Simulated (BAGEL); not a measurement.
# HF/3-21G (density fitting with qzvpp-jkfit) run of C2H4GaN (SMILES N=C=[CH][GaH2])

What is the vertical ionisation energy of C2H4GaN at HF/3-21G (density fitting with qzvpp-jkfit)? 

Program for the calculation: BAGEL 1.2.2.

11 further runs of the same task are left out: 7 that didn't finish, 4 set aside as unsound or not needed. Runs told in other sessions of the task aren't counted.

## Step 1: Starting point

C2H4GaN has 8 atoms, charge 0, and is taken as a singlet. As SMILES, `N=C=[CH][GaH2]`. The shape is that of a PBE0-D4/def2-TZVP optimisation.

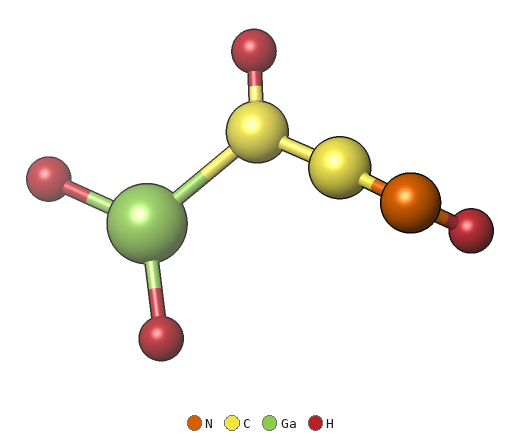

Viewed from a chosen angle; nitrogen orange, carbon yellow, gallium green, hydrogen red.

## Step 2: A single-point energy at HF/3-21G (density fitting with qzvpp-jkfit)

Input file calc.json:

```json
{ "bagel": [

{
  "title": "molecule",
  "basis": "3-21g",
  "df_basis": "qzvpp-jkfit",
  "angstrom": true,
  "geometry": [
    { "atom": "N", "xyz": [       0.336900,       2.061700,      -0.854600 ] },
    { "atom": "C", "xyz": [       0.365600,       1.114900,      -0.096000 ] },
    { "atom": "C", "xyz": [       0.472300,       0.025700,       0.622800 ] },
    { "atom": "Ga", "xyz": [      -0.381300,      -1.593600,       0.007200 ] },
    { "atom": "H", "xyz": [      -0.411400,       2.740600,      -0.770200 ] },
    { "atom": "H", "xyz": [       1.040500,       0.073900,       1.545200 ] },
    { "atom": "H", "xyz": [      -0.231900,      -2.886400,       0.876300 ] },
    { "atom": "H", "xyz": [      -1.190600,      -1.536800,      -1.330700 ] }
  ]
},

{ "title": "hf" },

{ "title": "print", "file": "orbitals.molden", "orbitals": true }

]}
```

On the command line:

```bash
$ BAGEL_NUM_THREADS=1 BAGEL calc.json > calc.out
```

The program printed:

```text
* using 1 threads per process

  ===============================================================
  ===============================================================

  *** Geometry ***

  { "atom" : "N", "xyz" : [      0.636649,      3.896048,     -1.614960 ] },
  { "atom" : "C", "xyz" : [      0.690884,      2.106856,     -0.181414 ] },
  { "atom" : "C", "xyz" : [      0.892518,      0.048566,      1.176921 ] },
  { "atom" : "Ga", "xyz" : [     -0.720553,     -3.011468,      0.013606 ] },
  { "atom" : "H", "xyz" : [     -0.777433,      5.178983,     -1.455467 ] },
  { "atom" : "H", "xyz" : [      1.966260,      0.139651,      2.920005 ] },
  { "atom" : "H", "xyz" : [     -0.438227,     -5.454505,      1.655967 ] },
  { "atom" : "H", "xyz" : [     -2.249908,     -2.904131,     -2.514659 ] },

  Number of auxiliary basis functions:      565

  Since a DF basis is specified, we compute 2- and 3-index integrals:
    o Being stored without compression. Storage requirement is 0.015 GB

  Number of basis functions:       57
  Number of electrons      :       54

    * METHOD: MOLECULE                             0.26

  *** RHF ***

  === Nuclear Repulsion ===
   206.7590860021

      * DIIS with orbital gradients will be used.

  === RHF iteration (3-21g) ===
      0      -2045.45402733          0.01800033           0.06
      1      -2045.53395292          0.00929231           0.06
      2      -2045.55256363          0.00205609           0.06
      3      -2045.55430682          0.00093423           0.06
      4      -2045.55468393          0.00028784           0.06
      5      -2045.55477136          0.00012700           0.06
      6      -2045.55478843          0.00006405           0.06
      7      -2045.55479276          0.00001248           0.06
      8      -2045.55479287          0.00000533           0.06
      9      -2045.55479288          0.00000239           0.06
     10      -2045.55479288          0.00000101           0.06
     11      -2045.55479288          0.00000029           0.06
     12      -2045.55479288          0.00000008           0.06
     13      -2045.55479288          0.00000004           0.06
     14      -2045.55479288          0.00000001           0.06
     15      -2045.55479288          0.00000000           0.06
    * SCF iteration converged.

    * Permanent dipole moment:
           (    0.488911,    -0.284819,    -0.464410) a.u.

    * METHOD: HF                                   1.08

    * METHOD: PRINT                                0.01

  ===============================================================
```

It took 1.5 s on 1 thread of Arm Neoverse V1, shared host; peak memory 0.1 GiB.

## Step 3: The doublet cation at the same level

Input file job.json:

```json
{ "bagel": [

{
  "title": "molecule",
  "basis": "3-21g",
  "df_basis": "qzvpp-jkfit",
  "angstrom": "true",
  "geometry": [
    { "atom": "N", "xyz": [    0.336900,    2.061700,   -0.854600 ] },
    { "atom": "C", "xyz": [    0.365600,    1.114900,   -0.096000 ] },
    { "atom": "C", "xyz": [    0.472300,    0.025700,    0.622800 ] },
    { "atom": "Ga", "xyz": [   -0.381300,   -1.593600,    0.007200 ] },
    { "atom": "H", "xyz": [   -0.411400,    2.740600,   -0.770200 ] },
    { "atom": "H", "xyz": [    1.040500,    0.073900,    1.545200 ] },
    { "atom": "H", "xyz": [   -0.231900,   -2.886400,    0.876300 ] },
    { "atom": "H", "xyz": [   -1.190600,   -1.536800,   -1.330700 ] }
  ]
},
{ "title": "uhf", "charge": 1, "nopen": 1 },
{ "title": "print", "file": "orbitals.molden", "orbitals": "true" }

]}
```

On the command line:

```bash
$ BAGEL_NUM_THREADS=1 BAGEL job.json > job.out
```

The program printed:

```text
* using 1 threads per process

  ===============================================================
  ===============================================================

  *** Geometry ***

  { "atom" : "N", "xyz" : [      0.636649,      3.896048,     -1.614960 ] },
  { "atom" : "C", "xyz" : [      0.690884,      2.106856,     -0.181414 ] },
  { "atom" : "C", "xyz" : [      0.892518,      0.048566,      1.176921 ] },
  { "atom" : "Ga", "xyz" : [     -0.720553,     -3.011468,      0.013606 ] },
  { "atom" : "H", "xyz" : [     -0.777433,      5.178983,     -1.455467 ] },
  { "atom" : "H", "xyz" : [      1.966260,      0.139651,      2.920005 ] },
  { "atom" : "H", "xyz" : [     -0.438227,     -5.454505,      1.655967 ] },
  { "atom" : "H", "xyz" : [     -2.249908,     -2.904131,     -2.514659 ] },

  Number of auxiliary basis functions:      565

  Since a DF basis is specified, we compute 2- and 3-index integrals:
    o Being stored without compression. Storage requirement is 0.015 GB

  Number of basis functions:       57
  Number of electrons      :       54

    * METHOD: MOLECULE                             0.26

  *** Open-shell HF ***

  === Nuclear Repulsion ===
   206.7590860021

      * DIIS with orbital gradients will be used.

  === UHF iteration (3-21g) ===
      0      -2045.16064532          0.03133472           0.12
      1      -2045.21985688          0.02618224           0.11
      2      -2045.23071980          0.02329082           0.11
      3      -2045.26087415          0.00120474           0.11
      4      -2045.26246341          0.00085849           0.11
      5      -2045.26322470          0.00081909           0.11
      6      -2045.26367581          0.00080775           0.12
      7      -2045.26454871          0.00076634           0.12
      8      -2045.26752332          0.00037222           0.12
      9      -2045.26763685          0.00017368           0.12
     10      -2045.26768933          0.00008045           0.12
     11      -2045.26769533          0.00003138           0.11
     12      -2045.26769944          0.00001707           0.12
     13      -2045.26770220          0.00000939           0.12
     14      -2045.26770328          0.00000698           0.11
     15      -2045.26770416          0.00000419           0.12
     16      -2045.26770437          0.00000209           0.11
     17      -2045.26770440          0.00000130           0.11
     18      -2045.26770442          0.00000097           0.12
     19      -2045.26770443          0.00000059           0.12
     20      -2045.26770443          0.00000046           0.12
     21      -2045.26770443          0.00000040           0.12
     22      -2045.26770443          0.00000030           0.11
     23      -2045.26770443          0.00000022           0.11
     24      -2045.26770443          0.00000011           0.12
     25      -2045.26770443          0.00000007           0.12
     26      -2045.26770443          0.00000005           0.12
     27      -2045.26770443          0.00000003           0.12
     28      -2045.26770443          0.00000002           0.12
     29      -2045.26770443          0.00000002           0.12
     30      -2045.26770443          0.00000001           0.12
     31      -2045.26770443          0.00000001           0.12
    * SCF iteration converged.

    * S^2 (UHF) is 0.9449

    * Permanent dipole moment:
           (   -0.256688,    -2.423648,    -0.284269) a.u.

    * METHOD: UHF                                  3.90

    * METHOD: PRINT                                0.01

  ===============================================================
```

It took 4.5 s on 1 thread of Arm Neoverse V1, shared host; peak memory 0.1 GiB.

## Step 4: Outcome

Level: HF/3-21G (density fitting with qzvpp-jkfit).

| quantity | value |
| --- | --- |
| singlet C2H4GaN: total energy | -2045.55479 Eh |
| singlet C2H4GaN: dipole moment | 1.86 D |
| singlet C2H4GaN: HOMO energy | -9.33 eV |
| singlet C2H4GaN: LUMO energy | 1.34 eV |
| singlet C2H4GaN: HOMO–LUMO gap | 10.67 eV |
| doublet cation: total energy | -2045.26770 Eh |
| doublet cation: ⟨S²⟩ | 0.945 |
| vertical ionisation energy (to the doublet cation) | 7.812 eV |

What this shows: Removing an electron at fixed nuclei costs 7.81 eV (180 kcal/mol). The negative HOMO energy of the first species, 9.33 eV, lies 1.51 eV above that difference. ⟨S²⟩ (doublet cation) is 0.94 where a pure doublet has 0.75: the reference is spin-contaminated.
